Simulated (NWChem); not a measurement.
# C3H5NO (methoxyacetonitrile): levels of theory compared

We compute a comparison of 6 runs (HF/def2-SVP, M06-2X/pcseg-1, PBE0/def2-SVP, PBE/6-311+G**, MP2/3-21G, CCSD/STO-3G) of C3H5NO (methoxyacetonitrile). 

The calculation is run with NWChem 7.3.0.

1 further run of the same task is left out (set aside as unsound or not needed).

### 1 The structure to begin with

C3H5NO has 10 atoms, charge 0, and is taken as a singlet. SMILES: `COCC#N`. The coordinates come from a PBE0-D4/def2-TZVP relaxation. This is one conformer, not always the lowest.

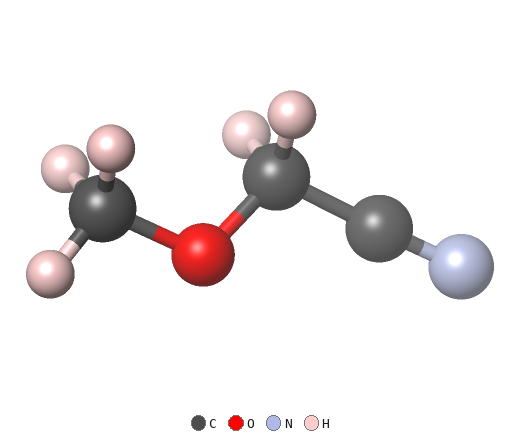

The structure, seen from a chosen angle (carbon dark grey, oxygen red, nitrogen light blue, hydrogen pink).

### 2 Energy and forces at HF/def2-SVP (run 1)

c3h5no.nw

```
start c3h5no
title "C3H5NO"
memory 2200 mb
charge 0

geometry units angstrom noautosym nocenter noautoz
C     0.002500   -0.162100   -1.509400
O     0.669600   -0.111300   -0.272700
C    -0.217300    0.116000    0.780100
C     0.518300    0.160200    2.039200
N     1.066300    0.200800    3.047400
H    -0.510800    0.783800   -1.727000
H     0.758500   -0.341100   -2.272200
H    -0.733400   -0.976600   -1.534700
H    -0.975100   -0.679200    0.851800
H    -0.753400    1.070000    0.660800
end

basis spherical bse
* library def2-SVP
end

scf
nopen 0
rhf
thresh 1e-08
maxiter 80
end

task scf gradient
```

On the command line:

```bash
nwchem c3h5no.nw > c3h5no.out
```

Output:

```text
[...]
  functions       =    95
[...]
  wavefunction    = RHF
[...]
         Total SCF energy =   -245.603726210866
      One-electron energy =   -646.085492419613
      Two-electron energy =    242.541707802020
 Nuclear repulsion energy =    157.940058406727
        Time for solution =      9.9s
[...]
                         RHF ENERGY GRADIENTS
    atom               coordinates                        gradient
                 x          y          z           x          y          z
   1 C       0.004724  -0.306325  -2.852352   -0.007392   0.000632  -0.002883
   2 O       1.265361  -0.210327  -0.515328    0.021087  -0.002722  -0.000615
   3 C      -0.410637   0.219208   1.474175    0.000459   0.001540   0.014704
   4 C       0.979445   0.302734   3.853529   -0.026922  -0.001988  -0.049422
   5 N       2.015015   0.379457   5.758751    0.021621   0.001630   0.040021
   6 H      -0.965272   1.481167  -3.263557   -0.001773   0.002335  -0.000803
   7 H       1.433357  -0.644586  -4.293835    0.001914  -0.000297  -0.000431
   8 H      -1.385925  -1.845506  -2.900162   -0.002319  -0.001954  -0.000349
   9 H      -1.842672  -1.283502   1.609669   -0.003759  -0.002913   0.000257
  10 H      -1.423720   2.022007   1.248731   -0.002914   0.003738  -0.000480
[...]
```

Run time: 13 s. Hardware: 1 thread of Intel Xeon 6975P-C (Granite Rapids), shared host; peak memory 0.1 GiB.

### 3 Energy and gradient at M06-2X/pcseg-1 (run 2)

run.py

```python
from ase import Atoms
from ase.calculators.nwchem import NWChem

mol = Atoms(['C', 'O', 'C', 'C', 'N', 'H', 'H', 'H', 'H', 'H'], positions=[
    [0.002500, -0.162100, -1.509400],
    [0.669600, -0.111300, -0.272700],
    [-0.217300, 0.116000, 0.780100],
    [0.518300, 0.160200, 2.039200],
    [1.066300, 0.200800, 3.047400],
    [-0.510800, 0.783800, -1.727000],
    [0.758500, -0.341100, -2.272200],
    [-0.733400, -0.976600, -1.534700],
    [-0.975100, -0.679200, 0.851800],
    [-0.753400, 1.070000, 0.660800],
])

calc = NWChem(
    label='c3h5no',
    theory='dft',
    memory='2200 mb',
    basis='pcseg-1',
    basispar='spherical bse',
    dft={'xc': 'm06-2x', 'mult': '1', 'grid': 'fine', 'convergence': 'energy 1e-08', 'iterations': '100', 'mulliken': None},
)
mol.calc = calc

forces = mol.get_forces()
e = mol.get_potential_energy()
print(f"E = {e:.6f} eV")
print("forces (eV/A):")
for s, f in zip(mol.symbols, forces):
    print(f"{s:2s} {f[0]:10.5f} {f[1]:10.5f} {f[2]:10.5f}")
print("dipole (e A):", mol.get_dipole_moment().round(4))
```

On the command line:

```bash
export ASE_NWCHEM_COMMAND="nwchem PREFIX.nwi > PREFIX.nwo"
python run.py
```

Output:

```text
E = -6724.148974 eV
forces (eV/A):
C    -0.05214   -0.00782   -0.12645
O     0.10603   -0.00782    0.05667
C    -0.29280    0.01769   -0.18044
C     0.02000   -0.01142   -0.08356
N     0.18949    0.01394    0.34833
H    -0.01651    0.08839    0.01193
H     0.07739   -0.01430   -0.04469
H    -0.03713   -0.07641    0.03065
H    -0.00422   -0.05682   -0.00036
H     0.00982    0.05456   -0.01208
dipole (e A): [-0.6704  0.0012 -0.7663]
```

The calculator wrote c3h5no.nwi:

```
title "c3h5no"

permanent_dir c3h5no

scratch_dir c3h5no

start c3h5no

geometry units angstrom nocenter noautosym noautoz
  C  2.5000000000000001e-03 -1.6209999999999999e-01 -1.5094000000000001e+00
  O  6.6959999999999997e-01 -1.1130000000000000e-01 -2.7270000000000000e-01
  C  -2.1729999999999999e-01 1.1600000000000001e-01 7.8010000000000002e-01
  C  5.1829999999999998e-01 1.6020000000000001e-01 2.0392000000000001e+00
  N  1.0663000000000000e+00 2.0080000000000001e-01 3.0474000000000001e+00
  H  -5.1080000000000003e-01 7.8380000000000005e-01 -1.7270000000000001e+00
  H  7.5849999999999995e-01 -3.4110000000000001e-01 -2.2722000000000002e+00
  H  -7.3340000000000005e-01 -9.7660000000000002e-01 -1.5347000000000000e+00
  H  -9.7509999999999997e-01 -6.7920000000000003e-01 8.5180000000000000e-01
  H  -7.5339999999999996e-01 1.0700000000000001e+00 6.6080000000000005e-01
end

memory 2200 mb

basis spherical bse noprint
   * library pcseg-1
end

dft
  xc m06-2x
  mult 1
  grid fine
  convergence energy 1e-08
  iterations 100
  mulliken
end

task dft gradient
```

c3h5no.nwo:

```text
Northwest Computational Chemistry Package (NWChem) 7.3.0
             --------------------------------------------------------

           Job information
           ---------------

    nwchem branch   = 7.3.0
    use scalapack   = T
    input           = c3h5no.nwi
    prefix          = c3h5no.
    data base       = c3h5no/c3h5no.db
    status          = startup
    nproc           =        1

           Memory information
           ------------------

    heap     =     72089600 doubles =      550.0 Mbytes
    stack    =     72089597 doubles =      550.0 Mbytes
    global   =    144179200 doubles =     1100.0 Mbytes (distinct from heap & stack)
    total    =    288358397 doubles =     2200.0 Mbytes
    verify   = yes
    hardfail = no

           Directory information
           ---------------------

  0 permanent = c3h5no
  0 scratch   = c3h5no

                                NWChem Input Module
                                -------------------

                                      c3h5no
                                      ------

[... 97 lines left out ...]
  convergence criterion.
[... 17 lines left out ...]
          Convergence on gradient requested:  5.00D-04
[... 25 lines left out ...]
          Convergence aids based upon iterative change in
[... 28 lines left out ...]
 1-e energy   =    -643.115781
[... 42 lines left out ...]
         Total DFT energy =     -247.107919032399
[... 2 lines left out ...]
    Exchange-Corr. energy =      -33.473956940296
[... 731 lines left out ...]
          Convergence on energy requested:  1.00D-08
[... 23 lines left out ...]
          Spatial weights used:  Erf1
[... 4 lines left out ...]
          total energy or number of iterations.
[... 18 lines left out ...]
                            NWChem DFT Gradient Module
                            --------------------------

                                      c3h5no

  charge          =   0.00
  wavefunction    = closed shell

                         DFT ENERGY GRADIENTS

    atom               coordinates                        gradient
                 x          y          z           x          y          z
   1 C       0.004724  -0.306325  -2.852352    0.001014   0.000152   0.002459
   2 O       1.265361  -0.210327  -0.515328   -0.002062   0.000152  -0.001102
   3 C      -0.410637   0.219208   1.474175    0.005694  -0.000344   0.003509
[... 6 lines of this table left out ...]
  10 H      -1.423720   2.022007   1.248731   -0.000191  -0.001061   0.000235

                 ----------------------------------------
                 |  Time  |  1-e(secs)   |  2-e(secs)   |
                 ----------------------------------------
                 |  CPU   |       0.01   |       1.75   |
                 ----------------------------------------
                 |  WALL  |       0.01   |       1.75   |
                 ----------------------------------------

 Task  times  cpu:       21.6s     wall:       21.6s
 Total times  cpu:       21.6s     wall:       21.6s
```

Wall time 23 s (1 thread of Intel Xeon 6975P-C (Granite Rapids), shared host); peak memory 0.12 GiB.

### 4 Energy and forces at PBE0/def2-SVP (run 3)

c3h5no.nw

```
start c3h5no
memory total 2200 mb

geometry units angstroms noautosym nocenter noautoz
C      0.002500    -0.162100    -1.509400
O      0.669600    -0.111300    -0.272700
C     -0.217300     0.116000     0.780100
C      0.518300     0.160200     2.039200
N      1.066300     0.200800     3.047400
H     -0.510800     0.783800    -1.727000
H      0.758500    -0.341100    -2.272200
H     -0.733400    -0.976600    -1.534700
H     -0.975100    -0.679200     0.851800
H     -0.753400     1.070000     0.660800
end

basis "ao basis" spherical bse
* library def2-SVP
end

dft
xc pbe0
grid fine
convergence energy 1e-08
iterations 100
mulliken
noprint "final vectors analysis"
end

task dft gradient
```

On the command line:

```bash
nwchem c3h5no.nw > c3h5no.out
```

Output:

```text
[...]
          Wavefunction type:  closed shell.
          No. of atoms     :    10
          No. of electrons :    38
[...]
          Charge           :     0
          Spin multiplicity:     1
[...]
          AO basis - number of functions:    95
[...]
              XC Information
              --------------
                         PBE0 Method XC Functional
                     Hartree-Fock (Exact) Exchange  0.250
          PerdewBurkeErnzerhof Exchange Functional  0.750
            Perdew 1991 LDA Correlation Functional  1.000 local
           PerdewBurkeErnz. Correlation Functional  1.000 non-local
[...]
 d= 0,ls=0.0,diis     1   -246.6676130557 -4.05D+02  1.69D-02  9.02D-01     1.6
[...]
 d= 0,ls=0.0,diis    11   -246.7847040045 -6.24D-10  2.41D-07  8.13D-10    13.8
         Total DFT energy =     -246.784704004494
      One electron energy =     -646.689183434322
           Coulomb energy =      275.233813398376
    Exchange-Corr. energy =      -33.269392375275
 Nuclear repulsion energy =      157.940058406727
[...]
      Total Density - Mulliken Population Analysis
     ---------------------------------------------
    Atom       Charge   Shell Charges
 -----------   ------   -------------------------------------------------------
    1 C    6     5.87   1.99  0.90  0.14  2.07  0.72  0.05
    2 O    8     8.40   1.99  1.08  0.73  2.87  1.72  0.02
    3 C    6     5.76   1.99  0.92 -0.03  2.08  0.73  0.07
    4 C    6     6.19   1.99  0.95  0.21  2.04  0.96  0.05
    5 N    7     7.02   1.99  1.09  0.53  2.21  1.17  0.03
    6 H    1     0.97   0.75  0.20  0.02
    7 H    1     0.93   0.74  0.17  0.02
    8 H    1     0.97   0.75  0.20  0.02
    9 H    1     0.94   0.74  0.17  0.02
   10 H    1     0.94   0.74  0.17  0.02
[...]
  wavefunction    = closed shell
                         DFT ENERGY GRADIENTS
    atom               coordinates                        gradient
                 x          y          z           x          y          z
   1 C       0.004724  -0.306325  -2.852352   -0.006173  -0.000249  -0.009522
   2 O       1.265361  -0.210327  -0.515328    0.005546  -0.000500   0.001742
   3 C      -0.410637   0.219208   1.474175   -0.009920   0.001755   0.004615
   4 C       0.979445   0.302734   3.853529    0.009173   0.000287   0.013321
   5 N       2.015015   0.379457   5.758751   -0.009848  -0.000614  -0.017064
   6 H      -0.965272   1.481167  -3.263557    0.002998  -0.004645   0.001929
   7 H       1.433357  -0.644586  -4.293835   -0.003674   0.000987   0.004843
   8 H      -1.385925  -1.845506  -2.900162    0.004094   0.004054   0.000965
   9 H      -1.842672  -1.283502   1.609669    0.004428   0.003624  -0.000864
  10 H      -1.423720   2.022007   1.248731    0.003376  -0.004700   0.000036
[...]
```

Run time: 17 s. Hardware: 1 thread of Intel Xeon 6975P-C (Granite Rapids), shared host; peak memory 0.12 GiB.

Runs 4 to 5 aren't shown in full; the table further down has their settings and results.

### 5 The energy at CCSD/STO-3G (run 6)

c3h5no.nw

```
start c3h5no
title "C3H5NO ccsd"
memory 2200 mb
charge 0

geometry units atomic noautosym nocenter noautoz
C    0.00472432  -0.30632460  -2.85235261
O    1.26536061  -0.21032652  -0.51532831
C   -0.41063749   0.21920823   1.47417535
C    0.97944505   0.30273413   3.85352951
N    2.01501497   0.37945701   5.75875139
H   -0.96527210   1.48116734  -3.26355702
H    1.43335727  -0.64458558  -4.29383570
H   -1.38592514  -1.84550653  -2.90016268
H   -1.84267194  -1.28350198   1.60966871
H   -1.42371966   2.02200695   1.24873102
end

basis spherical bse
* library STO-3G
end

scf
singlet
rhf
thresh 1e-08
maxiter 80
noprint "final vectors analysis"
end

ccsd
freeze core 5
maxiter 60
end

task ccsd
```

On the command line:

```bash
nwchem c3h5no.nw > c3h5no.out
```

Output:

```text
[...]
  functions       =    30
[...]
  wavefunction    = RHF
[...]
         Total SCF energy =   -242.672808306061
      One-electron energy =   -644.067162416307
      Two-electron energy =    243.454306996619
 Nuclear repulsion energy =    157.940047113627
        Time for solution =      1.3s
[...]
 Total MP2 energy:           -242.956107624197955
[...]
             energy      energy      error      ampl     ampl      Block
                                                time     time      time
[...]
 Total CCSD energy:           -243.003474664686991
[...]
```

Run time: 5.4 s. Hardware: 1 thread of Intel Xeon 6975P-C (Granite Rapids), shared host; peak memory 0.11 GiB.

### 6 The series

```
run           level  iteration cap  module  energy (Eh)  dipole moment (D)  HOMO energy (eV)  LUMO energy (eV)  wall time
  1     HF/def2-SVP             80     scf  -245.603726               5.11            -12.29              4.06       13 s
  2  M06-2X/pcseg-1            100     dft  -247.107919               4.89             -9.87              1.13       23 s
  3   PBE0/def2-SVP            100     dft  -246.784704               4.64                 –                 –       17 s
  4   PBE/6-311+G**            100     dft  -247.029349               4.75             -6.77             -1.20       47 s
  5       MP2/3-21G             80     mp2  -244.919022               4.43            -11.96              5.06      4.8 s
  6     CCSD/STO-3G             80    ccsd  -243.003475                  –                 –                 –      5.4 s
```

### 7 Summary of results

| quantity | value |
| --- | --- |
| run 6: total energy | -243.00347 Eh |
| run 6: correlation energy (5 core orbitals frozen) | -330.7 mEh |

In words: Over runs 1, 2, 3, 4, 5 the dipole moment (its size) runs from 4.43 D (MP2/3-21G) to 5.11 D (HF/def2-SVP). The two ends differ in method and basis. Over runs 1, 2, 4 the HOMO–LUMO gap runs from 5.57 eV (PBE/6-311+G**) to 16.35 eV (HF/def2-SVP). Totals of different functionals can't be ranked against each other. In run 6 the basis is minimal, so the values are rough. All runs together took 1.8 min, the longest 47 s.
